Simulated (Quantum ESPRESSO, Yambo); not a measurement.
# Beyond one shot: SrCl2 (Fm-3m), part 2 of 2

Aim: iterate the self-energy on SrCl2 (Fm-3m) and follow the gap from cycle to cycle.

Quantum ESPRESSO 7.5 and Yambo 5.3.0; PBE and many-body steps on it, plane waves. Known limits of the many-body steps: not at the basis limit; no spin-orbit coupling.

So far. Step 4 (G0W0): The gap on the mesh goes from 5.34 eV to 7.47 eV, a correction of +2.13 eV. Step 5 (evGW0, cycle 1): Against G0W0 in Yambo (4×4×4 mesh, 101 bands, screening to 95.2 eV, Godby-Needs plasmon pole), the gap moves by +0.235 eV.

## (6) evGW0, cycle 2

Level of this step: evGW0 on PBE, plane waves, norm-conserving pseudopotentials (Yambo).

The corrected levels of the last cycle go back in.

File gw3.in:

```
HF_and_locXC
gw0
dyson
ppa
em1d
rim_cut
RandQpts= 1000000
RandGvec= 1 RL
EXXRLvcs= 56 Ry
VXCRLvcs= 224 Ry
Chimod= "HARTREE"
% BndsRnXp
 1 | 101 |
%
NGsBlkXp= 7 Ry
% LongDrXp
 1 | 1 | 1 |
%
% GbndRnge
 1 | 101 |
%
DysSolver= "n"
ExtendOut
PPAPntXp= 27.21138 eV
% QPkrange
 1 | 8 | 7 | 17 |
%
GfnQPdb= "E < ./gw2_fix/ndb.QP"
```

On the command line:

```
OMP_NUM_THREADS=1 mpirun -n 4 yambo -F gw3.in -J gw3,gw1_W -C gw3 > gw3.log
```

The log of the run:

```text
 Yambo, version 5.3.0

 [02] CORE Variables Setup
 =========================

  [... cell, symmetries and grids as in the set-up ...]

  [02.05] Energies & Occupations
  ==============================

  [X] === General ===
  [X] Electronic Temperature                        :  0.000000  0.000000 [eV K]
  [X] Bosonic    Temperature                        :  0.000000  0.000000 [eV K]
  [X] Finite Temperature mode                       : no
  [X] El. density                                   :  0.28270E+24 [cm-3]
[...]
Sx RL components                                 :   4111

   QP @ state[ 1 ] K range                          :   1   8
   QP @ state[ 1 ] b range                          :   7  17
   GF energies kind                                 : Perdew, Burke & Ernzerhof(X)+Perdew, Burke & Ernzerhof(C)+ E < ./gw1/ndb.QP + @E Fit+ E < ./gw2_fix/
   GF WF`s kind                                     : Perdew, Burke & Ernzerhof(X)+Perdew, Burke & Ernzerhof(C)
   Xs energies kind                                 : Perdew, Burke & Ernzerhof(X)+Perdew, Burke & Ernzerhof(C)
   Xs WF`s kind                                     : Perdew, Burke & Ernzerhof(X)+Perdew, Burke & Ernzerhof(C)

 [13] Game Over & Game summary
```

Wall time 4.1 min (4 MPI ranks of Arm Neoverse V1, shared host); peak memory 1.8 GiB.

This step gave:

```
quasiparticle gap on the mesh                         : 7.736 eV
gap of the density functional on the mesh             : 5.343 eV
k of the valence top                                  : 0, -0.5, -0.5
k of the conduction bottom                            : 0, 0, 0
least direct quasiparticle gap on the computed points : 8.140 eV
```

Against the cycle before, the gap moves by +0.026 eV.

The program's own table gives 7.998 eV, which is too large where the input levels are shifted: this version takes Σc at the unshifted level E₀, yet steps from the shifted one. The value above is the Newton step from E₀, E₀ + Z(Σc + Σx − Vxc), rebuilt from the printed columns.

## (7) evGW0, cycle 3

gw4.in, as its differences from gw3.in of step 6:

```diff
@@ -27,2 +27,2 @@
 %
-GfnQPdb= "E < ./gw2_fix/ndb.QP"
+GfnQPdb= "E < ./gw3_fix/ndb.QP"
```

On the command line:

```
OMP_NUM_THREADS=1 mpirun -n 4 yambo -F gw4.in -J gw4,gw1_W -C gw4 > gw4.log
```

The log of the run:

```text
 Yambo, version 5.3.0

 [02] CORE Variables Setup
 =========================

  [... cell, symmetries and grids as in the set-up ...]

  [02.05] Energies & Occupations
  ==============================

  [X] === General ===
  [X] Electronic Temperature                        :  0.000000  0.000000 [eV K]
  [X] Bosonic    Temperature                        :  0.000000  0.000000 [eV K]
  [X] Finite Temperature mode                       : no
  [X] El. density                                   :  0.28270E+24 [cm-3]
[...]
Sx RL components                                 :   4111

   QP @ state[ 1 ] K range                          :   1   8
   QP @ state[ 1 ] b range                          :   7  17
   GF energies kind                                 : Perdew, Burke & Ernzerhof(X)+Perdew, Burke & Ernzerhof(C)+ E < ./gw1/ndb.QP + @E Fit+ E < ./gw2_fix/
   GF WF`s kind                                     : Perdew, Burke & Ernzerhof(X)+Perdew, Burke & Ernzerhof(C)
   Xs energies kind                                 : Perdew, Burke & Ernzerhof(X)+Perdew, Burke & Ernzerhof(C)
   Xs WF`s kind                                     : Perdew, Burke & Ernzerhof(X)+Perdew, Burke & Ernzerhof(C)

 [13] Game Over & Game summary
```

Run time: 4.1 min. Hardware: 4 MPI ranks; peak memory 1.8 GiB.

This step gave:

| Quantity | Value |
| --- | --- |
| quasiparticle gap on the mesh | 7.739 eV |
| gap of the density functional on the mesh | 5.343 eV |
| k of the valence top | 0, -0.5, -0.5 |
| k of the conduction bottom | 0, 0, 0 |
| least direct quasiparticle gap on the computed points | 8.144 eV |

Against the cycle before, the gap moves by +0.003 eV.

The program's own table gives 8.004 eV, which is too large where the input levels are shifted: this version takes Σc at the unshifted level E₀, yet steps from the shifted one. The value above is the Newton step from E₀, E₀ + Z(Σc + Σx − Vxc), rebuilt from the printed columns.

## (8) evGW, cycle 1

This step: evGW on PBE, plane waves, norm-conserving pseudopotentials.

gw5.in, as its differences from gw4.in of step 7:

```diff
@@ -27,2 +27,3 @@
 %
-GfnQPdb= "E < ./gw3_fix/ndb.QP"
+GfnQPdb= "E < ./gw1/ndb.QP"
+XfnQPdb= "E < ./gw1/ndb.QP"
```

On the command line:

```
OMP_NUM_THREADS=1 mpirun -n 4 yambo -F gw5.in -J gw5 -C gw5 > gw5.log
```

The log of the run:

```text
 Yambo, version 5.3.0

 [02] CORE Variables Setup
 =========================

  [... cell, symmetries and grids as in the set-up ...]

  [02.05] Energies & Occupations
  ==============================

  [X] === General ===
  [X] Electronic Temperature                        :  0.000000  0.000000 [eV K]
  [X] Bosonic    Temperature                        :  0.000000  0.000000 [eV K]
  [X] Finite Temperature mode                       : no
  [X] El. density                                   :  0.28270E+24 [cm-3]
[...]
Sx RL components                                 :   4111

   QP @ state[ 1 ] K range                          :   1   8
   QP @ state[ 1 ] b range                          :   7  17
   GF energies kind                                 : Perdew, Burke & Ernzerhof(X)+Perdew, Burke & Ernzerhof(C)+ E < ./gw1/ndb.QP + @E Fit
   GF WF`s kind                                     : Perdew, Burke & Ernzerhof(X)+Perdew, Burke & Ernzerhof(C)
   Xs energies kind                                 : Perdew, Burke & Ernzerhof(X)+Perdew, Burke & Ernzerhof(C)
   Xs WF`s kind                                     : Perdew, Burke & Ernzerhof(X)+Perdew, Burke & Ernzerhof(C)

 [15] Game Over & Game summary
```

The job ended after 4.7 min (4 MPI ranks; peak memory 1.8 GiB; 19 min of CPU time).

This step gave:

- quasiparticle gap on the mesh: 8.271 eV
- gap of the density functional on the mesh: 5.343 eV
- k of the valence top: 0, -0.5, -0.5
- k of the conduction bottom: 0, 0, 0
- least direct quasiparticle gap on the computed points: 8.680 eV

Against G0W0 in Yambo (4×4×4 mesh, 101 bands, screening to 95.2 eV, Godby-Needs plasmon pole), the gap moves by +0.797 eV.

The program's own table gives 8.470 eV, which is too large where the input levels are shifted: this version takes Σc at the unshifted level E₀, yet steps from the shifted one. The value above is the Newton step from E₀, E₀ + Z(Σc + Σx − Vxc), rebuilt from the printed columns.

## (9) evGW, cycle 2

gw6.in, as its differences from gw5.in of step 8:

```diff
@@ -27,3 +27,3 @@
 %
-GfnQPdb= "E < ./gw1/ndb.QP"
-XfnQPdb= "E < ./gw1/ndb.QP"
+GfnQPdb= "E < ./gw5_fix/ndb.QP"
+XfnQPdb= "E < ./gw5_fix/ndb.QP"
```

On the command line:

```
OMP_NUM_THREADS=1 mpirun -n 4 yambo -F gw6.in -J gw6 -C gw6 > gw6.log
```

The log of the run:

```text
 Yambo, version 5.3.0

 [02] CORE Variables Setup
 =========================

  [... cell, symmetries and grids as in the set-up ...]

  [02.05] Energies & Occupations
  ==============================

  [X] === General ===
  [X] Electronic Temperature                        :  0.000000  0.000000 [eV K]
  [X] Bosonic    Temperature                        :  0.000000  0.000000 [eV K]
  [X] Finite Temperature mode                       : no
  [X] El. density                                   :  0.28270E+24 [cm-3]
[...]
Sx RL components                                 :   4111

   QP @ state[ 1 ] K range                          :   1   8
   QP @ state[ 1 ] b range                          :   7  17
   GF energies kind                                 : Perdew, Burke & Ernzerhof(X)+Perdew, Burke & Ernzerhof(C)+ E < ./gw1/ndb.QP + @E Fit+ E < ./gw5_fix/
   GF WF`s kind                                     : Perdew, Burke & Ernzerhof(X)+Perdew, Burke & Ernzerhof(C)
   Xs energies kind                                 : Perdew, Burke & Ernzerhof(X)+Perdew, Burke & Ernzerhof(C)
   Xs WF`s kind                                     : Perdew, Burke & Ernzerhof(X)+Perdew, Burke & Ernzerhof(C)

 [15] Game Over & Game summary
```

Run time: 4.7 min. Hardware: 4 MPI ranks; peak memory 1.8 GiB; 19 min of CPU time.

Numbers from this step:

```yaml
quasiparticle_gap_on_the_mesh: 8.483 eV
gap_of_the_density_functional_on_the_mesh: 5.343 eV
k_of_the_valence_top: 0, -0.5, -0.5
k_of_the_conduction_bottom: 0, 0, 0
least_direct_quasiparticle_gap_on_the_computed_points: 8.895 eV
```

Against the cycle before, the gap moves by +0.212 eV.

The program's own table gives 8.729 eV, which is too large where the input levels are shifted: this version takes Σc at the unshifted level E₀, yet steps from the shifted one. The value above is the Newton step from E₀, E₀ + Z(Σc + Σx − Vxc), rebuilt from the printed columns.

## (10) evGW, cycle 3

gw7.in, as its differences from gw6.in of step 9:

```diff
@@ -27,3 +27,3 @@
 %
-GfnQPdb= "E < ./gw5_fix/ndb.QP"
-XfnQPdb= "E < ./gw5_fix/ndb.QP"
+GfnQPdb= "E < ./gw6_fix/ndb.QP"
+XfnQPdb= "E < ./gw6_fix/ndb.QP"
```

On the command line:

```
OMP_NUM_THREADS=1 mpirun -n 4 yambo -F gw7.in -J gw7 -C gw7 > gw7.log
```

The log of the run:

```text
 Yambo, version 5.3.0

 [02] CORE Variables Setup
 =========================

  [... cell, symmetries and grids as in the set-up ...]

  [02.05] Energies & Occupations
  ==============================

  [X] === General ===
  [X] Electronic Temperature                        :  0.000000  0.000000 [eV K]
  [X] Bosonic    Temperature                        :  0.000000  0.000000 [eV K]
  [X] Finite Temperature mode                       : no
  [X] El. density                                   :  0.28270E+24 [cm-3]
[...]
Sx RL components                                 :   4111

   QP @ state[ 1 ] K range                          :   1   8
   QP @ state[ 1 ] b range                          :   7  17
   GF energies kind                                 : Perdew, Burke & Ernzerhof(X)+Perdew, Burke & Ernzerhof(C)+ E < ./gw1/ndb.QP + @E Fit+ E < ./gw5_fix/
   GF WF`s kind                                     : Perdew, Burke & Ernzerhof(X)+Perdew, Burke & Ernzerhof(C)
   Xs energies kind                                 : Perdew, Burke & Ernzerhof(X)+Perdew, Burke & Ernzerhof(C)
   Xs WF`s kind                                     : Perdew, Burke & Ernzerhof(X)+Perdew, Burke & Ernzerhof(C)

 [15] Game Over & Game summary
```

Elapsed: 4.7 min, on 4 MPI ranks; peak memory 1.8 GiB; 19 min of CPU time.

This step gave:

| Quantity | Value |
| --- | --- |
| quasiparticle gap on the mesh | 8.532 eV |
| gap of the density functional on the mesh | 5.343 eV |
| k of the valence top | 0, -0.5, -0.5 |
| k of the conduction bottom | 0, 0, 0 |
| least direct quasiparticle gap on the computed points | 8.945 eV |

Against the cycle before, the gap moves by +0.049 eV.

The program's own table gives 8.789 eV, which is too large where the input levels are shifted: this version takes Σc at the unshifted level E₀, yet steps from the shifted one. The value above is the Newton step from E₀, E₀ + Z(Σc + Σx − Vxc), rebuilt from the printed columns.

## (11) evGW, cycle 4

gw8.in, as its differences from gw7.in of step 10:

```diff
@@ -27,3 +27,3 @@
 %
-GfnQPdb= "E < ./gw6_fix/ndb.QP"
-XfnQPdb= "E < ./gw6_fix/ndb.QP"
+GfnQPdb= "E < ./gw7_fix/ndb.QP"
+XfnQPdb= "E < ./gw7_fix/ndb.QP"
```

On the command line:

```
OMP_NUM_THREADS=1 mpirun -n 4 yambo -F gw8.in -J gw8 -C gw8 > gw8.log
```

The log of the run:

```text
 Yambo, version 5.3.0

 [02] CORE Variables Setup
 =========================

  [... cell, symmetries and grids as in the set-up ...]

  [02.05] Energies & Occupations
  ==============================

  [X] === General ===
  [X] Electronic Temperature                        :  0.000000  0.000000 [eV K]
  [X] Bosonic    Temperature                        :  0.000000  0.000000 [eV K]
  [X] Finite Temperature mode                       : no
  [X] El. density                                   :  0.28270E+24 [cm-3]
[...]
Sx RL components                                 :   4111

   QP @ state[ 1 ] K range                          :   1   8
   QP @ state[ 1 ] b range                          :   7  17
   GF energies kind                                 : Perdew, Burke & Ernzerhof(X)+Perdew, Burke & Ernzerhof(C)+ E < ./gw1/ndb.QP + @E Fit+ E < ./gw5_fix/
   GF WF`s kind                                     : Perdew, Burke & Ernzerhof(X)+Perdew, Burke & Ernzerhof(C)
   Xs energies kind                                 : Perdew, Burke & Ernzerhof(X)+Perdew, Burke & Ernzerhof(C)
   Xs WF`s kind                                     : Perdew, Burke & Ernzerhof(X)+Perdew, Burke & Ernzerhof(C)

 [15] Game Over & Game summary
```

The job ended after 4.7 min (4 MPI ranks; peak memory 1.8 GiB; 19 min of CPU time).

This step gave:

```yaml
quasiparticle_gap_on_the_mesh: 8.543 eV
gap_of_the_density_functional_on_the_mesh: 5.343 eV
k_of_the_valence_top: 0, -0.5, -0.5
k_of_the_conduction_bottom: 0, 0, 0
least_direct_quasiparticle_gap_on_the_computed_points: 8.957 eV
```

Against the cycle before, the gap moves by +0.011 eV.

The program's own table gives 8.803 eV, which is too large where the input levels are shifted: this version takes Σc at the unshifted level E₀, yet steps from the shifted one. The value above is the Newton step from E₀, E₀ + Z(Σc + Σx − Vxc), rebuilt from the printed columns.

## (12) evGW, cycle 5

gw9.in, as its differences from gw8.in of step 11:

```diff
@@ -27,3 +27,3 @@
 %
-GfnQPdb= "E < ./gw7_fix/ndb.QP"
-XfnQPdb= "E < ./gw7_fix/ndb.QP"
+GfnQPdb= "E < ./gw8_fix/ndb.QP"
+XfnQPdb= "E < ./gw8_fix/ndb.QP"
```

On the command line:

```
OMP_NUM_THREADS=1 mpirun -n 4 yambo -F gw9.in -J gw9 -C gw9 > gw9.log
```

The log of the run:

```text
 Yambo, version 5.3.0

 [02] CORE Variables Setup
 =========================

  [... cell, symmetries and grids as in the set-up ...]

  [02.05] Energies & Occupations
  ==============================

  [X] === General ===
  [X] Electronic Temperature                        :  0.000000  0.000000 [eV K]
  [X] Bosonic    Temperature                        :  0.000000  0.000000 [eV K]
  [X] Finite Temperature mode                       : no
  [X] El. density                                   :  0.28270E+24 [cm-3]
[...]
Sx RL components                                 :   4111

   QP @ state[ 1 ] K range                          :   1   8
   QP @ state[ 1 ] b range                          :   7  17
   GF energies kind                                 : Perdew, Burke & Ernzerhof(X)+Perdew, Burke & Ernzerhof(C)+ E < ./gw1/ndb.QP + @E Fit+ E < ./gw5_fix/
   GF WF`s kind                                     : Perdew, Burke & Ernzerhof(X)+Perdew, Burke & Ernzerhof(C)
   Xs energies kind                                 : Perdew, Burke & Ernzerhof(X)+Perdew, Burke & Ernzerhof(C)
   Xs WF`s kind                                     : Perdew, Burke & Ernzerhof(X)+Perdew, Burke & Ernzerhof(C)

 [15] Game Over & Game summary
```

The job ended after 4.7 min (4 MPI ranks; peak memory 1.8 GiB).

Numbers from this step:

* quasiparticle gap on the mesh: 8.546 eV
* gap of the density functional on the mesh: 5.343 eV
* k of the valence top: 0, -0.5, -0.5
* k of the conduction bottom: 0, 0, 0
* least direct quasiparticle gap on the computed points: 8.959 eV

Against the cycle before, the gap moves by +0.003 eV.

The program's own table gives 8.806 eV, which is too large where the input levels are shifted: this version takes Σc at the unshifted level E₀, yet steps from the shifted one. The value above is the Newton step from E₀, E₀ + Z(Σc + Σx − Vxc), rebuilt from the printed columns.

## (13) Side by side

Times are wall times on 4 MPI ranks of Arm Neoverse V1, shared host, good to a factor of about two.

| run | mesh | bands | screening cutoff (eV) | DFT gap (eV) | gap on the mesh (eV) | direct (eV) | time |
| --- | --- | --- | --- | --- | --- | --- | --- |
| G0W0 | 4×4×4 | 101 | 95.2 | 5.343 | 7.474 | 7.867 | 4.7 min |
| evGW0, cycle 1 | 4×4×4 | 101 | 95.2 | 5.343 | 7.709 | 8.112 | 4.1 min |
| evGW0, cycle 2 | 4×4×4 | 101 | 95.2 | 5.343 | 7.736 | 8.140 | 4.1 min |
| evGW0, cycle 3 | 4×4×4 | 101 | 95.2 | 5.343 | 7.739 | 8.144 | 4.1 min |
| evGW, cycle 1 | 4×4×4 | 101 | 95.2 | 5.343 | 8.271 | 8.680 | 4.7 min |
| evGW, cycle 2 | 4×4×4 | 101 | 95.2 | 5.343 | 8.483 | 8.895 | 4.7 min |
| evGW, cycle 3 | 4×4×4 | 101 | 95.2 | 5.343 | 8.532 | 8.945 | 4.7 min |
| evGW, cycle 4 | 4×4×4 | 101 | 95.2 | 5.343 | 8.543 | 8.957 | 4.7 min |
| evGW, cycle 5 | 4×4×4 | 101 | 95.2 | 5.343 | 8.546 | 8.959 | 4.7 min |

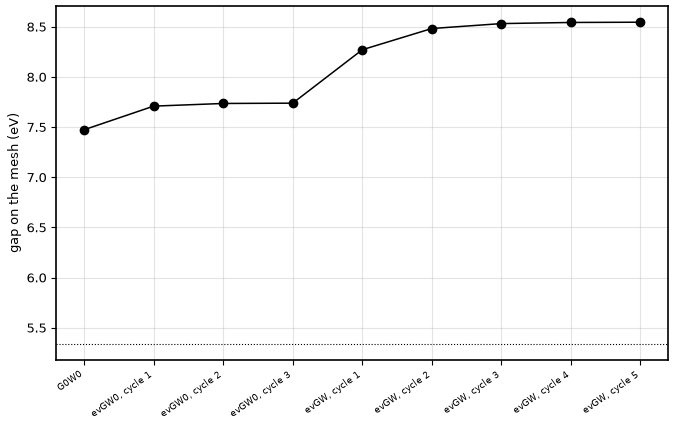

The gap through the cycles; the dotted line is the starting gap.

## (14) Summary of results

```
G0W0           : 7.474 eV
evGW0, cycle 1 : 7.709 eV
evGW0, cycle 2 : 7.736 eV
evGW0, cycle 3 : 7.739 eV
evGW, cycle 1  : 8.271 eV
evGW, cycle 2  : 8.483 eV
evGW, cycle 3  : 8.532 eV
evGW, cycle 4  : 8.543 eV
evGW, cycle 5  : 8.546 eV
known limits   : not at the basis limit; no spin-orbit coupling
```

What this shows: evGW0 ends at 7.74 eV, +0.27 eV from G0W0, after 3 cycles that took 12 min beside the first screening; the last moved the gap by 0.003 eV. evGW ends at 8.55 eV, +1.07 eV from G0W0, after 5 cycles that took 23 min beside the first screening; the last moved the gap by 0.003 eV. Bands and cutoff are finite, so the gap is not at the basis limit. The miss can reach some tenths of an eV and take either sign; the mesh is an error of its own. The many-body steps are scalar-relativistic: spin-orbit coupling is not in them.

[Paths, hosts, dates, memory and timing lines, banners, echoed tables and standing remarks are left out of the program output.]

[Logs are printed without paths, hosts, clocks, repeated set-up lines and the standing remarks that a program may print on its own settings, such as how far it seeks lower states.]

[Runs of the session that timed out or met a known fault of the program may be left out.]

[Hosts, paths, dates, database ids (printed as entryN), source tags and the programs' standing remarks are cut or masked in the printed files.]
